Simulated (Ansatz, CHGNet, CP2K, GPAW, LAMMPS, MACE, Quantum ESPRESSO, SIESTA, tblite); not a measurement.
# Which run comes nearest? Amorphous polyacrylonitrile (as short chains C14N4H18) at 360 K (108 atoms)

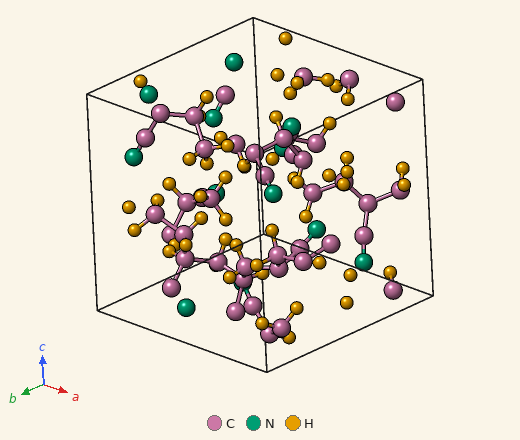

The cell (carbon pink, nitrogen teal, hydrogen orange). Bonds to atoms that aren't drawn are left out. Some periodic images of atoms are drawn too.

Density of this cell: 1.09 g/cm³. The cell holds 108 atoms: 42 C, 12 N and 54 H. Its edges and angles: a = 10.346 Å, b = 10.346 Å, c = 10.346 Å, α = 90.0°, β = 90.0°, γ = 90.0°. 3 polyacrylonitrile chains of 4 units with methyl end groups placed at random, at 1.09 g/cm³; overlaps pushed apart, then 20 ps at 800 K with MMFF94 bonds, angles, torsions, charges and radii (Halgren, J. Comput. Chem. 17, 490 (1996)) in harmonic and 12-6 forms. Snapshot after 30 ps at 360 K and fixed volume.

Geometry: as built.

The reference, a calculation:

- method: Kohn-Sham DFT, PBE, SSSP efficiency 1.3.0 pseudopotentials, plane waves (Quantum ESPRESSO 7.5); sssp-pbe-1.3.0-efficiency, cutoffs 60/480 Ry, Γ point
- r.m.s. force component: 1.208 eV/Å
- longest force: 5.409 eV/Å
- pressure: 3.22 GPa
- gap (highest filled to lowest empty level): 5.888 eV
- time: 1.8 min on 2 MPI ranks of Arm Neoverse V2, shared host
- CPU time: 3.6 min

Runs, in no order:
A. CHGNet 0.3.0 potential: machine-learned interatomic potential CHGNet 0.3.0, trained on PBE(+U) plane-wave data
B. CP2K PBE, DZVP-MOLOPT-SR, 210/50 Ry, OT DIIS: Kohn-Sham DFT, PBE, GTH-PBE pseudopotentials, Gaussian and plane waves, DZVP-MOLOPT-SR-GTH, orbital transformation
C. SIESTA PBE, DZP, shift 0.01 Ry, mesh 500 Ry: Kohn-Sham DFT, PBE, PseudoDojo 0.4.1 norm-conserving pseudopotentials (converted to PSML), numerical atomic orbitals (DZP), diagonalisation
D. CP2K PBE, SZV-MOLOPT-SR, 600/50 Ry, OT DIIS: Kohn-Sham DFT, PBE, GTH-PBE pseudopotentials, Gaussian and plane waves, SZV-MOLOPT-SR-GTH, orbital transformation
E. tblite GFN1-xTB: GFN1-xTB tight binding, diagonalisation

Q: Order them from the smallest to the largest r.m.s. force difference.

B, A, E, C, D.

```
                                            run  Δ force, r.m.s. (meV/Å)  share of r.m.s. force (%)  CPU time
B. CP2K PBE, DZVP-MOLOPT-SR, 210/50 Ry, OT DIIS                      134                       11.1   6.9 min
                      A. CHGNet 0.3.0 potential                      242                       20.0     3.9 s
                             E. tblite GFN1-xTB                      476                       39.4       2 s
 C. SIESTA PBE, DZP, shift 0.01 Ry, mesh 500 Ry                      723                       59.8   3.5 min
 D. CP2K PBE, SZV-MOLOPT-SR, 600/50 Ry, OT DIIS                     1888                        156     5 min
```

Periodic xTB results under one method name differ between programs and library versions. Machine-learned potentials mimic data converged in k, so the reference's own k-point error enters their differences. The network of contacts between molecules at the start is that of the classical potential that made the cell, and needn't be the one that DFT or experiment would give. The electronic-structure runs sample only Γ, in a cell whose shortest periodic width is 10 Å.

[Logs are printed without paths, hosts, clocks, repeated set-up lines and the standing remarks that a program may print on its own settings, such as how far it seeks lower states.]

[Hosts, paths, dates, database ids (printed as entryN), source tags and the programs' standing remarks are cut or masked in the printed files.]

[The MMFF94 radii named for the starting cell were scaled by 0.96; in molecules described by MMFF94, hydrogen bound to N, O or S took a small fixed 12-6 site in their place.]
